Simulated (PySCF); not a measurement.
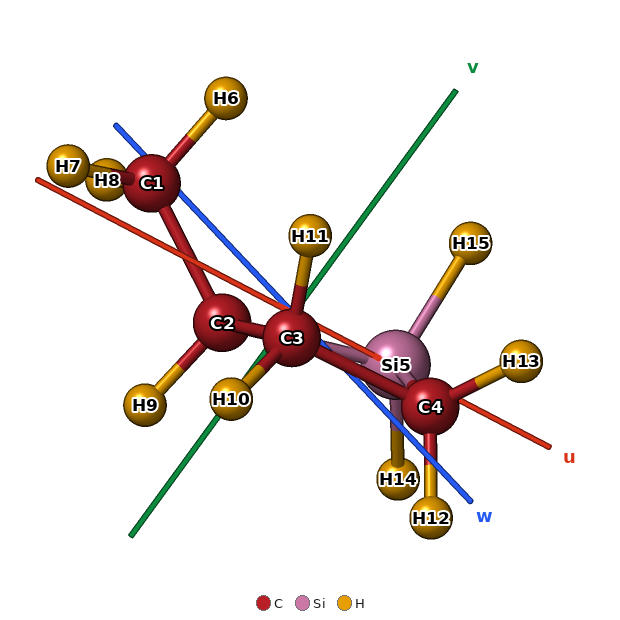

The lines u, v and w are the principal axes of the static dipole polarisability. Computed geometry: GFN2-xTB optimisation. No frequency run is at hand to confirm it as a minimum. Computed with B3LYP/def2-SVPD (PySCF 2.14.0).

Along which axis is the molecule most polarisable, and along which least?

Most along u, least along v.

Give the three principal values.

u 81.4, v 64.4, w 76.4 bohr³; mean 74.1, anisotropy 15.1 bohr³.

The geometry is semi-empirical. Around Si such bond lengths and angles can be off by a tenth of an ångström or more and by several degrees, and values that hang on the shape move with them.
